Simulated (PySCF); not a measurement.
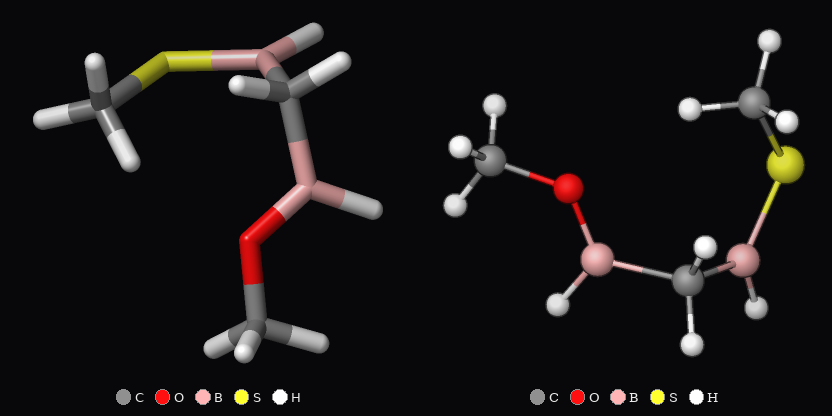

Two views of one molecule.

The geometry was computed by an optimisation with GFN2-xTB. No frequency run is at hand to confirm it as a minimum.

What does the picture show?

It has 17 atoms: 3 carbon, 10 hydrogen, 2 boron, 1 oxygen and 1 sulfur (C3H10B2OS). SMILES: `COBCBSC`. It has no ring. Among its groups: B–H bond. This geometry has C1 symmetry. Coordination: 3 C tetrahedral; 1 O bent; 2 B trigonal planar; 1 S bent.

More results for the same structure follow; atom numbers are the same in all pictures, views and colours differ.

Geometry

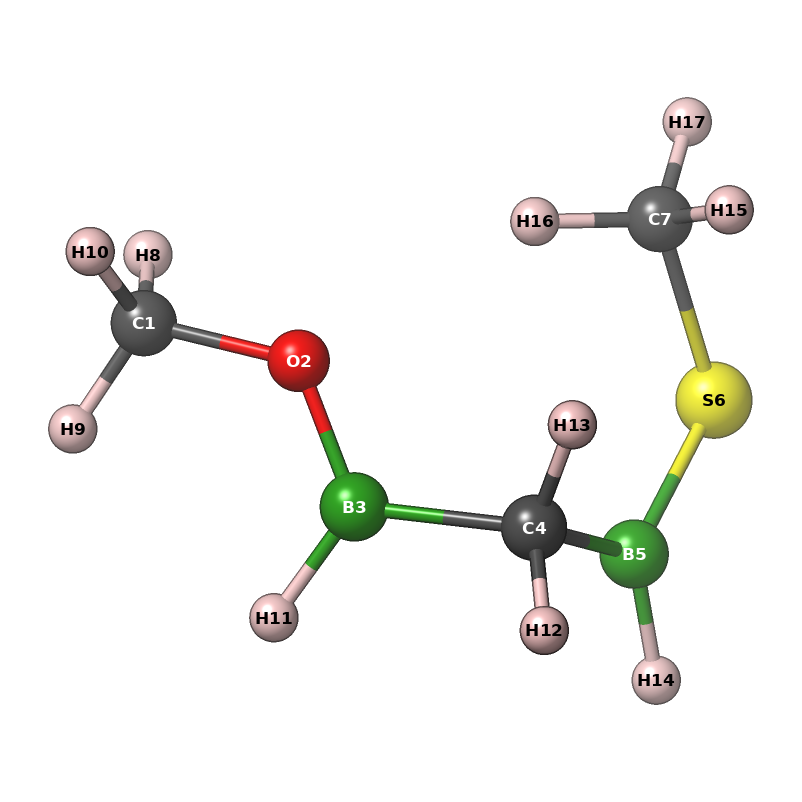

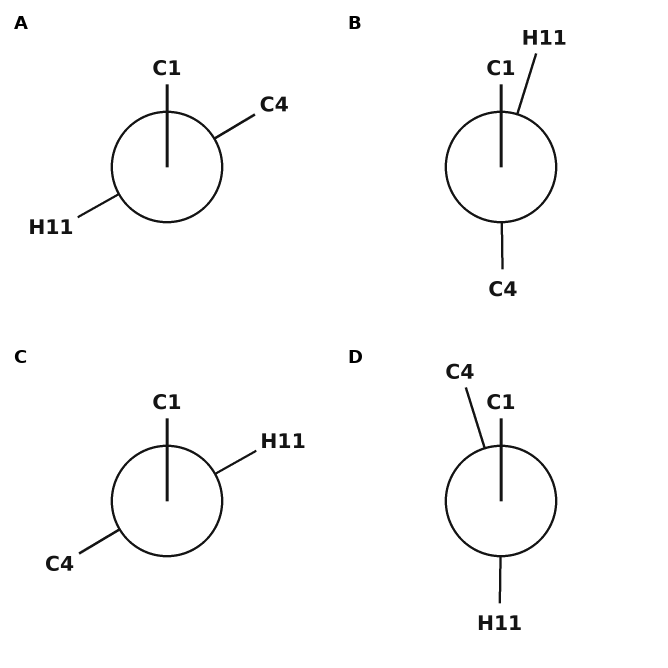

Depth is shown by fading: the farther an atom, the more it takes the colour of the background. Bonds that would overlap in a projection are set slightly apart. No frequency run is at hand to confirm it as a minimum.

Which Newman projection shows the view along O2–B3, with O2 in front?

Answer. B. The torsion angle C1–O2–B3–C4 is 179°, antiperiplanar (anti).

Electronic properties

No frequency run is at hand to confirm it as a minimum. Level of theory: PBE0/def2-SVPD, gas phase (PySCF 2.14.0). Excitations: vertical, linear response.

Give the HOMO energy (Kohn–Sham orbital) at this level.

Answer. −7.33 eV.

Give the HOMO–LUMO gap at this level.

Answer. 6.43 eV.

What is the mean static polarisability?

Answer. 90.3 bohr³.

Estimate the lowest vertical singlet excitation.

Answer. 5.53 eV.

Quadrupole coupling

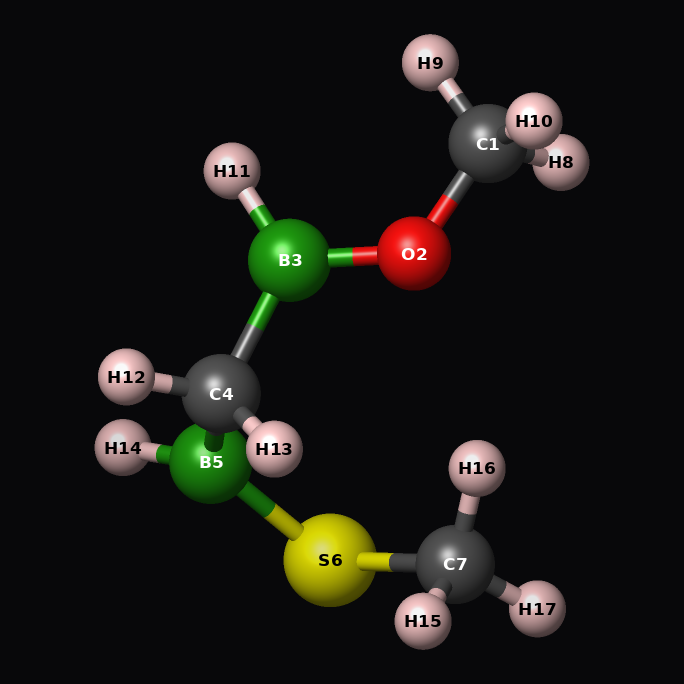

No frequency run is at hand to confirm it as a minimum. Electric field gradients from the ground-state density, PBE0/pcSseg-1 (PySCF 2.14.0), non-relativistic apart from any core potentials.

Give the largest field-gradient component, the quadrupole coupling constant and the asymmetry for 17O at O2 (Q = −25.6 mb), 11B at B3 (Q = 40.59 mb), 11B at B5 (Q = 40.59 mb), 33S at S6 (Q = −67.81 mb), 2H at H8 (Q = 2.86 mb), 2H at H9 (Q = 2.86 mb), 2H at H10 (Q = 2.86 mb), 2H at H11 (Q = 2.86 mb).

| atom | V_zz (a.u.) | e²qQ/h (MHz) | η |
| --- | --- | --- | --- |
| O2 | 1.498 | −9.01 | 0.26 |
| B3 | 0.432 | 4.12 | 0.29 |
| B5 | 0.448 | 4.27 | 0.36 |
| S6 | 1.951 | −31.1 | 0.17 |
| H8 | 0.297 | 0.199 | 0.08 |
| H9 | 0.293 | 0.197 | 0.09 |
| H10 | 0.297 | 0.200 | 0.07 |
| H11 | 0.224 | 0.151 | 0.02 |

NMR shielding

The questions are on isotropic NMR shieldings of the C atoms. No frequency run is at hand to confirm it as a minimum. Method: GIAO PBE0/pcSseg-1 NMR shielding, non-relativistic, gas phase (PySCF 2.14.0).

Give the isotropic NMR shieldings of the C atoms atom by atom.

```csv
atom,σ (ppm)
C1,123.9
C4,154.9
C7,169.3
```

Charges

The questions are on IAO charges. No frequency run is at hand to confirm it as a minimum. Method: PBE0/pcSseg-1, gas phase (PySCF 2.14.0).

Which atom carries the highest charge (most positive or least negative)?

Answer. B3 (0.27 e).

And the lowest?

Answer. C4 (−0.55 e).

Give the IAO charges atom by atom.

```tsv
atom	value (e)
C1	−0.20
O2	−0.35
B3	0.27
C4	−0.55
B5	−0.06
S6	0.14
C7	−0.51
H8	0.15
H9	0.14
H10	0.15
H11	−0.02
H12	0.17
H13	0.15
H14	0.02
H15	0.16
H16	0.17
H17	0.17
```

The geometry is semi-empirical. Around B such bond lengths and angles can be off by a tenth of an ångström or more and by several degrees, and values that hang on the shape move with them.
